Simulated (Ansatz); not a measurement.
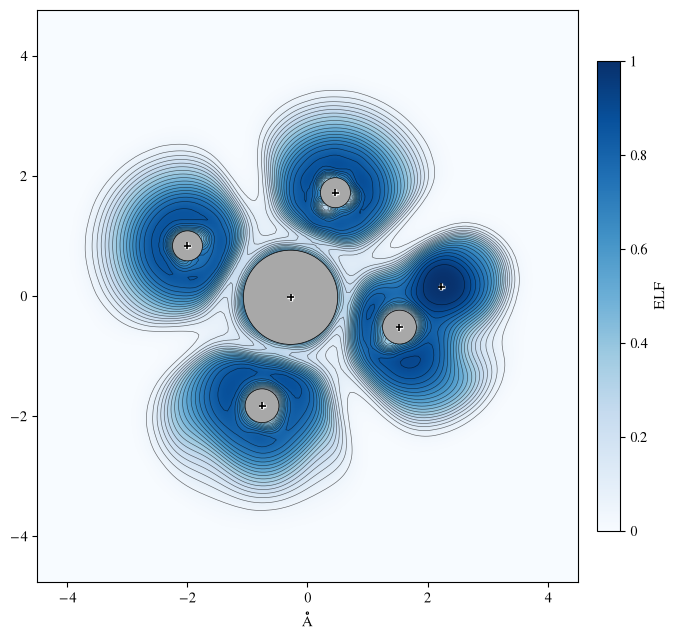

The electron localisation function on a plane through atoms (crosses mark nuclei in the plane; grey discs cover the cores).

These are results of Ansatz 0.2.0, isolated molecule in a Gaussian basis; Kohn-Sham density functional theory, functional PBE0, not measurements.

Candidates:
A. C5H8O3
B. C4H6S2 (SMILES C=CC=C(S)S)
C. F2H4O4W (SMILES [OH][W]([OH])([OH])([OH])([F])[F])

Which system is this?

Candidate C: F2H4O4W on the plane of atoms F2, W7 and O6, which holds F, O, W and H. W–O (1.88 Å): the ELF peaks at about 0.85 in the valence shell of O, 0.5 Å from its nucleus, and drops to about 0.25 between the two atoms. W–F (1.90 Å): the ELF peaks at about 0.85 in the valence shell of F, 0.5 Å from its nucleus, and drops to about 0.25 between the two atoms.
